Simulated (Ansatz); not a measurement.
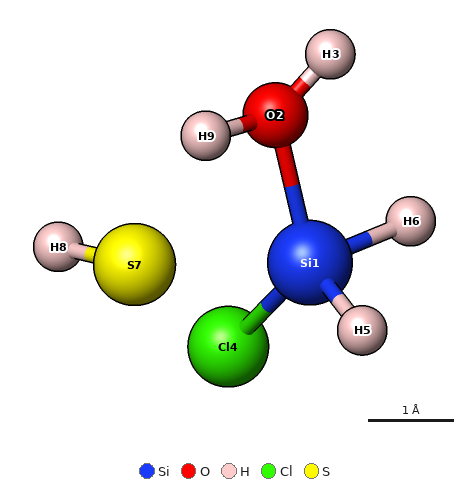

*The structure as given in the input (ball-and-stick view, seen at a tilt; atoms are numbered from 1 in the order of the input).*

Bond lengths as drawn: Cl–Si 2.08 Å, H–O 0.97 to 1.11 Å, H–S 1.35 Å, H–Si 1.49 to 1.51 Å and O–Si 1.84 Å.

## Molecular dynamics of SiH5SClO (part 1 of 3)

- system: SiH5SClO
- method: RKS PBE0/def2-SVP (Ansatz 0.2.0)

It belongs to a series of runs on one base structure; here: dynamics from the highest image of the converged band. Figures and captions count atoms from 1; the log counts them from 0 in places.

**Log**
```
Engine: ansatz 0.2.0, aarch64-unknown-linux-gnu
Functional definition: PBE0
  parameter a = 0.25
  parameter kappa = 0.804
  parameter beta = 0.06672455060314922
  exchange = (1 - a)*pbe_x(kappa = kappa, mu = beta*pi^2/3) + a*exact_x
  correlation = pbe_c(beta = beta)
937 factors; integrals over basis functions are off by at most 4.0e-4 eV
mean field evaluation 1: about -33337.8281 eV, gradient 3.7e1 eV
mean field evaluation 2: about -33335.7305 eV, gradient 5.1e1 eV
mean field evaluation 4: about -33340.2598 eV, gradient 1.6e0 eV
mean field evaluation 8: about -33340.2657 eV, gradient 7.6e-2 eV
mean field -33340.26568419 eV, -1225.2321650503 hartree, gradient 2.9e-5 eV, S^2 0.000000; 0 other end points of the search recorded, 0 dependent functions left out
the calculation of the forces begins
reference -33340.26570758 eV, -1225.2321659097 hartree; 30, 30 occupied and 63, 63 virtual orbitals, 937 factors
md step     0: t =     0.00 fs  T =   300.0 K  F+E_penalty+E_count = -33340.26568419 eV  E_kin = 0.271446 eV  conserved = -33339.99423819 eV  (24 SCF iters)
these checks for a lower state are left out or cut short: starts, cluster_reference, orbital_swaps, neighbouring_geometries, increment
937 factors; integrals over basis functions are off by at most 4.0e-4 eV
mean field evaluation 16: about -33340.2598 eV, gradient 1.0e0 eV
mean field -33340.26063312 eV, -1225.2319794270 hartree, gradient 8.2e-5 eV, S^2 0.000000; 0 other end points of the search recorded, 0 dependent functions left out
the calculation of the forces begins
reference -33340.26065647 eV, -1225.2319802849 hartree; 30, 30 occupied and 63, 63 virtual orbitals, 937 factors
md step     1: t =     0.50 fs  T =   294.5 K  F+E_penalty+E_count = -33340.26063312 eV  E_kin = 0.266490 eV  conserved = -33339.99414315 eV  (24 SCF iters)
[... from here on the SCF iterations and repeated set-up lines of each step are left out, up to the last step ...]
md step     2: t =     1.00 fs  T =   279.7 K  F+E_penalty+E_count = -33340.24692858 eV  E_kin = 0.253035 eV  conserved = -33339.99389394 eV  (24 SCF iters)
md step     3: t =     1.50 fs  T =   259.6 K  F+E_penalty+E_count = -33340.22843548 eV  E_kin = 0.234846 eV  conserved = -33339.99358899 eV  (24 SCF iters)
md step     4: t =     2.00 fs  T =   239.3 K  F+E_penalty+E_count = -33340.20985159 eV  E_kin = 0.216488 eV  conserved = -33339.99336319 eV  (24 SCF iters)
md step     5: t =     2.50 fs  T =   222.5 K  F+E_penalty+E_count = -33340.19466503 eV  E_kin = 0.201364 eV  conserved = -33339.99330131 eV  (24 SCF iters)
md step     6: t =     3.00 fs  T =   210.5 K  F+E_penalty+E_count = -33340.18387495 eV  E_kin = 0.190492 eV  conserved = -33339.99338248 eV  (23 SCF iters)
md step     7: t =     3.50 fs  T =   202.0 K  F+E_penalty+E_count = -33340.17628605 eV  E_kin = 0.182779 eV  conserved = -33339.99350694 eV  (23 SCF iters)
md step     8: t =     4.00 fs  T =   195.0 K  F+E_penalty+E_count = -33340.16998680 eV  E_kin = 0.176408 eV  conserved = -33339.99357860 eV  (23 SCF iters)
md step     9: t =     4.50 fs  T =   188.2 K  F+E_penalty+E_count = -33340.16381669 eV  E_kin = 0.170252 eV  conserved = -33339.99356467 eV  (23 SCF iters)
md step    10: t =     5.00 fs  T =   181.7 K  F+E_penalty+E_count = -33340.15791884 eV  E_kin = 0.164423 eV  conserved = -33339.99349545 eV  (23 SCF iters)
md step    11: t =     5.50 fs  T =   176.7 K  F+E_penalty+E_count = -33340.15332359 eV  E_kin = 0.159894 eV  conserved = -33339.99342962 eV  (23 SCF iters)
md step    12: t =     6.00 fs  T =   174.2 K  F+E_penalty+E_count = -33340.15106842 eV  E_kin = 0.157651 eV  conserved = -33339.99341763 eV  (23 SCF iters)
md step    13: t =     6.50 fs  T =   174.5 K  F+E_penalty+E_count = -33340.15140807 eV  E_kin = 0.157926 eV  conserved = -33339.99348204 eV  (23 SCF iters)
md step    14: t =     7.00 fs  T =   176.6 K  F+E_penalty+E_count = -33340.15343608 eV  E_kin = 0.159821 eV  conserved = -33339.99361534 eV  (23 SCF iters)
md step    15: t =     7.50 fs  T =   178.4 K  F+E_penalty+E_count = -33340.15519721 eV  E_kin = 0.161418 eV  conserved = -33339.99377954 eV  (23 SCF iters)
md step    16: t =     8.00 fs  T =   177.2 K  F+E_penalty+E_count = -33340.15425885 eV  E_kin = 0.160339 eV  conserved = -33339.99392027 eV  (23 SCF iters)
md step    17: t =     8.50 fs  T =   170.9 K  F+E_penalty+E_count = -33340.14859413 eV  E_kin = 0.154622 eV  conserved = -33339.99397242 eV  (23 SCF iters)
md step    18: t =     9.00 fs  T =   158.8 K  F+E_penalty+E_count = -33340.13759154 eV  E_kin = 0.143707 eV  conserved = -33339.99388470 eV  (23 SCF iters)
md step    19: t =     9.50 fs  T =   142.8 K  F+E_penalty+E_count = -33340.12282564 eV  E_kin = 0.129175 eV  conserved = -33339.99365032 eV  (24 SCF iters)
md step    20: t =    10.00 fs  T =   126.8 K  F+E_penalty+E_count = -33340.10809914 eV  E_kin = 0.114762 eV  conserved = -33339.99333720 eV  (24 SCF iters)
md step    21: t =    10.50 fs  T =   116.3 K  F+E_penalty+E_count = -33340.09834082 eV  E_kin = 0.105260 eV  conserved = -33339.99308060 eV  (24 SCF iters)
md step    22: t =    11.00 fs  T =   115.5 K  F+E_penalty+E_count = -33340.09752309 eV  E_kin = 0.104508 eV  conserved = -33339.99301533 eV  (22 SCF iters)
md step    23: t =    11.50 fs  T =   125.4 K  F+E_penalty+E_count = -33340.10663719 eV  E_kin = 0.113454 eV  conserved = -33339.99318319 eV  (22 SCF iters)
md step    24: t =    12.00 fs  T =   143.2 K  F+E_penalty+E_count = -33340.12308400 eV  E_kin = 0.129587 eV  conserved = -33339.99349731 eV  (24 SCF iters)
md step    25: t =    12.50 fs  T =   163.8 K  F+E_penalty+E_count = -33340.14197719 eV  E_kin = 0.148173 eV  conserved = -33339.99380442 eV  (24 SCF iters)
md step    26: t =    13.00 fs  T =   181.8 K  F+E_penalty+E_count = -33340.15846465 eV  E_kin = 0.164482 eV  conserved = -33339.99398281 eV  (23 SCF iters)
md step    27: t =    13.50 fs  T =   194.1 K  F+E_penalty+E_count = -33340.16961986 eV  E_kin = 0.175624 eV  conserved = -33339.99399623 eV  (23 SCF iters)
md step    28: t =    14.00 fs  T =   200.2 K  F+E_penalty+E_count = -33340.17506335 eV  E_kin = 0.181180 eV  conserved = -33339.99388315 eV  (24 SCF iters)
md step    29: t =    14.50 fs  T =   201.9 K  F+E_penalty+E_count = -33340.17641800 eV  E_kin = 0.182701 eV  conserved = -33339.99371659 eV  (24 SCF iters)
md step    30: t =    15.00 fs  T =   201.8 K  F+E_penalty+E_count = -33340.17618492 eV  E_kin = 0.182616 eV  conserved = -33339.99356906 eV  (23 SCF iters)
md step    31: t =    15.50 fs  T =   202.4 K  F+E_penalty+E_count = -33340.17659747 eV  E_kin = 0.183105 eV  conserved = -33339.99349292 eV  (24 SCF iters)
md step    32: t =    16.00 fs  T =   204.8 K  F+E_penalty+E_count = -33340.17878940 eV  E_kin = 0.185280 eV  conserved = -33339.99350985 eV  (24 SCF iters)
md step    33: t =    16.50 fs  T =   208.7 K  F+E_penalty+E_count = -33340.18244438 eV  E_kin = 0.188836 eV  conserved = -33339.99360810 eV  (24 SCF iters)
md step    34: t =    17.00 fs  T =   212.5 K  F+E_penalty+E_count = -33340.18599828 eV  E_kin = 0.192256 eV  conserved = -33339.99374246 eV  (24 SCF iters)
md step    35: t =    17.50 fs  T =   213.9 K  F+E_penalty+E_count = -33340.18739322 eV  E_kin = 0.193554 eV  conserved = -33339.99383915 eV  (23 SCF iters)
md step    36: t =    18.00 fs  T =   211.5 K  F+E_penalty+E_count = -33340.18523513 eV  E_kin = 0.191412 eV  conserved = -33339.99382339 eV  (23 SCF iters)
md step    37: t =    18.50 fs  T =   205.8 K  F+E_penalty+E_count = -33340.17991478 eV  E_kin = 0.186250 eV  conserved = -33339.99366456 eV  (24 SCF iters)
md step    38: t =    19.00 fs  T =   199.6 K  F+E_penalty+E_count = -33340.17400844 eV  E_kin = 0.180592 eV  conserved = -33339.99341599 eV  (24 SCF iters)
md step    39: t =    19.50 fs  T =   196.9 K  F+E_penalty+E_count = -33340.17140414 eV  E_kin = 0.178199 eV  conserved = -33339.99320473 eV  (24 SCF iters)
md step    40: t =    20.00 fs  T =   201.4 K  F+E_penalty+E_count = -33340.17535713 eV  E_kin = 0.182202 eV  conserved = -33339.99315472 eV  (24 SCF iters)
md step    41: t =    20.50 fs  T =   213.7 K  F+E_penalty+E_count = -33340.18662974 eV  E_kin = 0.193332 eV  conserved = -33339.99329772 eV  (24 SCF iters)
md step    42: t =    21.00 fs  T =   231.5 K  F+E_penalty+E_count = -33340.20301304 eV  E_kin = 0.209457 eV  conserved = -33339.99355589 eV  (24 SCF iters)
md step    43: t =    21.50 fs  T =   250.5 K  F+E_penalty+E_count = -33340.22049157 eV  E_kin = 0.226684 eV  conserved = -33339.99380772 eV  (24 SCF iters)
md step    44: t =    22.00 fs  T =   266.5 K  F+E_penalty+E_count = -33340.23510303 eV  E_kin = 0.241139 eV  conserved = -33339.99396353 eV  (24 SCF iters)
md step    45: t =    22.50 fs  T =   276.7 K  F+E_penalty+E_count = -33340.24434361 eV  E_kin = 0.250346 eV  conserved = -33339.99399807 eV  (24 SCF iters)
md step    46: t =    23.00 fs  T =   280.4 K  F+E_penalty+E_count = -33340.24762666 eV  E_kin = 0.253696 eV  conserved = -33339.99393025 eV  (24 SCF iters)
md step    47: t =    23.50 fs  T =   278.7 K  F+E_penalty+E_count = -33340.24601162 eV  E_kin = 0.252211 eV  conserved = -33339.99380027 eV  (24 SCF iters)
md step    48: t =    24.00 fs  T =   274.0 K  F+E_penalty+E_count = -33340.24158721 eV  E_kin = 0.247939 eV  conserved = -33339.99364797 eV  (25 SCF iters)
md step    49: t =    24.50 fs  T =   268.9 K  F+E_penalty+E_count = -33340.23680590 eV  E_kin = 0.243296 eV  conserved = -33339.99350977 eV  (25 SCF iters)
md step    50: t =    25.00 fs  T =   265.8 K  F+E_penalty+E_count = -33340.23388737 eV  E_kin = 0.240474 eV  conserved = -33339.99341358 eV  (24 SCF iters)
md step    51: t =    25.50 fs  T =   266.4 K  F+E_penalty+E_count = -33340.23437605 eV  E_kin = 0.241003 eV  conserved = -33339.99337335 eV  (23 SCF iters)
md step    52: t =    26.00 fs  T =   271.4 K  F+E_penalty+E_count = -33340.23894483 eV  E_kin = 0.245563 eV  conserved = -33339.99338170 eV  (24 SCF iters)
md step    53: t =    26.50 fs  T =   280.9 K  F+E_penalty+E_count = -33340.24753201 eV  E_kin = 0.254120 eV  conserved = -33339.99341153 eV  (24 SCF iters)
md step    54: t =    27.00 fs  T =   294.3 K  F+E_penalty+E_count = -33340.25976253 eV  E_kin = 0.266328 eV  conserved = -33339.99343424 eV  (24 SCF iters)
md step    55: t =    27.50 fs  T =   311.6 K  F+E_penalty+E_count = -33340.27535862 eV  E_kin = 0.281909 eV  conserved = -33339.99344994 eV  (24 SCF iters)
md step    56: t =    28.00 fs  T =   332.2 K  F+E_penalty+E_count = -33340.29409547 eV  E_kin = 0.300593 eV  conserved = -33339.99350247 eV  (23 SCF iters)
md step    57: t =    28.50 fs  T =   355.3 K  F+E_penalty+E_count = -33340.31512751 eV  E_kin = 0.321481 eV  conserved = -33339.99364639 eV  (23 SCF iters)
md step    58: t =    29.00 fs  T =   378.3 K  F+E_penalty+E_count = -33340.33620739 eV  E_kin = 0.342328 eV  conserved = -33339.99387907 eV  (23 SCF iters)
md step    59: t =    29.50 fs  T =   397.5 K  F+E_penalty+E_count = -33340.35377651 eV  E_kin = 0.359669 eV  conserved = -33339.99410705 eV  (23 SCF iters)
md step    60: t =    30.00 fs  T =   409.1 K  F+E_penalty+E_count = -33340.36437123 eV  E_kin = 0.370170 eV  conserved = -33339.99420152 eV  (23 SCF iters)
md step    61: t =    30.50 fs  T =   411.6 K  F+E_penalty+E_count = -33340.36653402 eV  E_kin = 0.372434 eV  conserved = -33339.99409999 eV  (23 SCF iters)
md step    62: t =    31.00 fs  T =   406.6 K  F+E_penalty+E_count = -33340.36175074 eV  E_kin = 0.367893 eV  conserved = -33339.99385797 eV  (24 SCF iters)
md step    63: t =    31.50 fs  T =   397.9 K  F+E_penalty+E_count = -33340.35363208 eV  E_kin = 0.360024 eV  conserved = -33339.99360849 eV  (24 SCF iters)
md step    64: t =    32.00 fs  T =   389.6 K  F+E_penalty+E_count = -33340.34594713 eV  E_kin = 0.352482 eV  conserved = -33339.99346518 eV  (24 SCF iters)
md step    65: t =    32.50 fs  T =   384.0 K  F+E_penalty+E_count = -33340.34092662 eV  E_kin = 0.347474 eV  conserved = -33339.99345233 eV  (24 SCF iters)
md step    66: t =    33.00 fs  T =   381.6 K  F+E_penalty+E_count = -33340.33883009 eV  E_kin = 0.345310 eV  conserved = -33339.99351966 eV  (25 SCF iters)
md step    67: t =    33.50 fs  T =   381.3 K  F+E_penalty+E_count = -33340.33864479 eV  E_kin = 0.345046 eV  conserved = -33339.99359925 eV  (25 SCF iters)
md step    68: t =    34.00 fs  T =   381.8 K  F+E_penalty+E_count = -33340.33911332 eV  E_kin = 0.345466 eV  conserved = -33339.99364746 eV  (25 SCF iters)
md step    69: t =    34.50 fs  T =   382.2 K  F+E_penalty+E_count = -33340.33944862 eV  E_kin = 0.345800 eV  conserved = -33339.99364863 eV  (25 SCF iters)
md step    70: t =    35.00 fs  T =   382.4 K  F+E_penalty+E_count = -33340.33962979 eV  E_kin = 0.346029 eV  conserved = -33339.99360125 eV  (24 SCF iters)
md step    71: t =    35.50 fs  T =   383.4 K  F+E_penalty+E_count = -33340.34044866 eV  E_kin = 0.346936 eV  conserved = -33339.99351259 eV  (24 SCF iters)
md step    72: t =    36.00 fs  T =   386.8 K  F+E_penalty+E_count = -33340.34335697 eV  E_kin = 0.349943 eV  conserved = -33339.99341396 eV  (24 SCF iters)
md step    73: t =    36.50 fs  T =   394.1 K  F+E_penalty+E_count = -33340.34992149 eV  E_kin = 0.356550 eV  conserved = -33339.99337198 eV  (24 SCF iters)
md step    74: t =    37.00 fs  T =   405.9 K  F+E_penalty+E_count = -33340.36077239 eV  E_kin = 0.367307 eV  conserved = -33339.99346520 eV  (24 SCF iters)
md step    75: t =    37.50 fs  T =   420.8 K  F+E_penalty+E_count = -33340.37443971 eV  E_kin = 0.380719 eV  conserved = -33339.99372098 eV  (24 SCF iters)
md step    76: t =    38.00 fs  T =   434.3 K  F+E_penalty+E_count = -33340.38701036 eV  E_kin = 0.392949 eV  conserved = -33339.99406116 eV  (24 SCF iters)
md step    77: t =    38.50 fs  T =   441.0 K  F+E_penalty+E_count = -33340.39337928 eV  E_kin = 0.399062 eV  conserved = -33339.99431705 eV  (24 SCF iters)
md step    78: t =    39.00 fs  T =   437.1 K  F+E_penalty+E_count = -33340.38983145 eV  E_kin = 0.395510 eV  conserved = -33339.99432110 eV  (24 SCF iters)
md step    79: t =    39.50 fs  T =   422.7 K  F+E_penalty+E_count = -33340.37653336 eV  E_kin = 0.382508 eV  conserved = -33339.99402496 eV  (24 SCF iters)
md step    80: t =    40.00 fs  T =   403.0 K  F+E_penalty+E_count = -33340.35819652 eV  E_kin = 0.364643 eV  conserved = -33339.99355393 eV  (24 SCF iters)
md step    81: t =    40.50 fs  T =   385.7 K  F+E_penalty+E_count = -33340.34214205 eV  E_kin = 0.349000 eV  conserved = -33339.99314239 eV  (25 SCF iters)
md step    82: t =    41.00 fs  T =   377.7 K  F+E_penalty+E_count = -33340.33475087 eV  E_kin = 0.341767 eV  conserved = -33339.99298412 eV  (24 SCF iters)
md step    83: t =    41.50 fs  T =   381.8 K  F+E_penalty+E_count = -33340.33853173 eV  E_kin = 0.345419 eV  conserved = -33339.99311294 eV  (25 SCF iters)
md step    84: t =    42.00 fs  T =   395.8 K  F+E_penalty+E_count = -33340.35156343 eV  E_kin = 0.358151 eV  conserved = -33339.99341210 eV  (25 SCF iters)
md step    85: t =    42.50 fs  T =   415.0 K  F+E_penalty+E_count = -33340.36919840 eV  E_kin = 0.375474 eV  conserved = -33339.99372408 eV  (25 SCF iters)
md step    86: t =    43.00 fs  T =   433.9 K  F+E_penalty+E_count = -33340.38649360 eV  E_kin = 0.392557 eV  conserved = -33339.99393648 eV  (24 SCF iters)
md step    87: t =    43.50 fs  T =   448.7 K  F+E_penalty+E_count = -33340.40002506 eV  E_kin = 0.406022 eV  conserved = -33339.99400297 eV  (24 SCF iters)
md step    88: t =    44.00 fs  T =   458.4 K  F+E_penalty+E_count = -33340.40868086 eV  E_kin = 0.414753 eV  conserved = -33339.99392826 eV  (24 SCF iters)
md step    89: t =    44.50 fs  T =   464.0 K  F+E_penalty+E_count = -33340.41358325 eV  E_kin = 0.419821 eV  conserved = -33339.99376217 eV  (24 SCF iters)
md step    90: t =    45.00 fs  T =   468.2 K  F+E_penalty+E_count = -33340.41725810 eV  E_kin = 0.423661 eV  conserved = -33339.99359754 eV  (24 SCF iters)
md step    91: t =    45.50 fs  T =   473.7 K  F+E_penalty+E_count = -33340.42215183 eV  E_kin = 0.428609 eV  conserved = -33339.99354296 eV  (24 SCF iters)
md step    92: t =    46.00 fs  T =   481.1 K  F+E_penalty+E_count = -33340.42896830 eV  E_kin = 0.435305 eV  conserved = -33339.99366335 eV  (24 SCF iters)
md step    93: t =    46.50 fs  T =   488.3 K  F+E_penalty+E_count = -33340.43576186 eV  E_kin = 0.441848 eV  conserved = -33339.99391427 eV  (24 SCF iters)
md step    94: t =    47.00 fs  T =   491.3 K  F+E_penalty+E_count = -33340.43866930 eV  E_kin = 0.444523 eV  conserved = -33339.99414678 eV  (24 SCF iters)
md step    95: t =    47.50 fs  T =   486.3 K  F+E_penalty+E_count = -33340.43422789 eV  E_kin = 0.440047 eV  conserved = -33339.99418122 eV  (24 SCF iters)
md step    96: t =    48.00 fs  T =   473.2 K  F+E_penalty+E_count = -33340.42209526 eV  E_kin = 0.428170 eV  conserved = -33339.99392529 eV  (24 SCF iters)
md step    97: t =    48.50 fs  T =   456.3 K  F+E_penalty+E_count = -33340.40636470 eV  E_kin = 0.412899 eV  conserved = -33339.99346598 eV  (24 SCF iters)
md step    98: t =    49.00 fs  T =   443.3 K  F+E_penalty+E_count = -33340.39415488 eV  E_kin = 0.401106 eV  conserved = -33339.99304933 eV  (25 SCF iters)
md step    99: t =    49.50 fs  T =   440.9 K  F+E_penalty+E_count = -33340.39185792 eV  E_kin = 0.398935 eV  conserved = -33339.99292253 eV  (22 SCF iters)
md step   100: t =    50.00 fs  T =   451.2 K  F+E_penalty+E_count = -33340.40143390 eV  E_kin = 0.408287 eV  conserved = -33339.99314648 eV  (24 SCF iters)
md step   101: t =    50.50 fs  T =   470.7 K  F+E_penalty+E_count = -33340.41947576 eV  E_kin = 0.425915 eV  conserved = -33339.99356096 eV  (24 SCF iters)
md step   102: t =    51.00 fs  T =   492.5 K  F+E_penalty+E_count = -33340.43956126 eV  E_kin = 0.445631 eV  conserved = -33339.99393047 eV  (24 SCF iters)
md step   103: t =    51.50 fs  T =   510.3 K  F+E_penalty+E_count = -33340.45583242 eV  E_kin = 0.461729 eV  conserved = -33339.99410333 eV  (23 SCF iters)
md step   104: t =    52.00 fs  T =   520.9 K  F+E_penalty+E_count = -33340.46542303 eV  E_kin = 0.471364 eV  conserved = -33339.99405908 eV  (23 SCF iters)
md step   105: t =    52.50 fs  T =   525.0 K  F+E_penalty+E_count = -33340.46890200 eV  E_kin = 0.475034 eV  conserved = -33339.99386786 eV  (23 SCF iters)
md step   106: t =    53.00 fs  T =   525.6 K  F+E_penalty+E_count = -33340.46923813 eV  E_kin = 0.475600 eV  conserved = -33339.99363796 eV  (23 SCF iters)
md step   107: t =    53.50 fs  T =   526.7 K  F+E_penalty+E_count = -33340.47006774 eV  E_kin = 0.476584 eV  conserved = -33339.99348371 eV  (23 SCF iters)
md step   108: t =    54.00 fs  T =   530.9 K  F+E_penalty+E_count = -33340.47385889 eV  E_kin = 0.480369 eV  conserved = -33339.99348988 eV  (23 SCF iters)
md step   109: t =    54.50 fs  T =   538.1 K  F+E_penalty+E_count = -33340.48058160 eV  E_kin = 0.486913 eV  conserved = -33339.99366876 eV  (23 SCF iters)
md step   110: t =    55.00 fs  T =   545.5 K  F+E_penalty+E_count = -33340.48755081 eV  E_kin = 0.493617 eV  conserved = -33339.99393415 eV  (23 SCF iters)
md step   111: t =    55.50 fs  T =   548.9 K  F+E_penalty+E_count = -33340.49079261 eV  E_kin = 0.496665 eV  conserved = -33339.99412735 eV  (23 SCF iters)
md step   112: t =    56.00 fs  T =   545.3 K  F+E_penalty+E_count = -33340.48751479 eV  E_kin = 0.493423 eV  conserved = -33339.99409132 eV  (23 SCF iters)
md step   113: t =    56.50 fs  T =   535.7 K  F+E_penalty+E_count = -33340.47850065 eV  E_kin = 0.484732 eV  conserved = -33339.99376841 eV  (23 SCF iters)
```
